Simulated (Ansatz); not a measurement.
# Thickness series in PtSe2

The reference is PtSe2 in the CdI2 type structure (space group P-3m1, No. 164; a = 3.7307 Å, c = 5.2561 Å; layered, stacked along the Cartesian z axis).

Free-standing slabs (3 atom(s) a layer) normal to the stacking axis with 15 Å of vacuum; in-plane cell relaxed.

All numbers come from Ansatz (an electronic-structure program), r2SCAN+rVV10, PAW, cutoff 500 eV, no spin-orbit coupling.

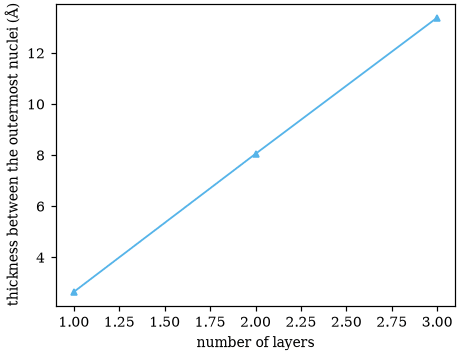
Figure: Thickness between the outermost nuclei against number of layers

| number of layers | thickness between the outermost nuclei |
|---|---|
| 1 | 2.65 Å |
| 2 | 8.05 Å |
| 3 | 13.39 Å |

Stability against distortions was not tested. The final runs are not spin-polarised.
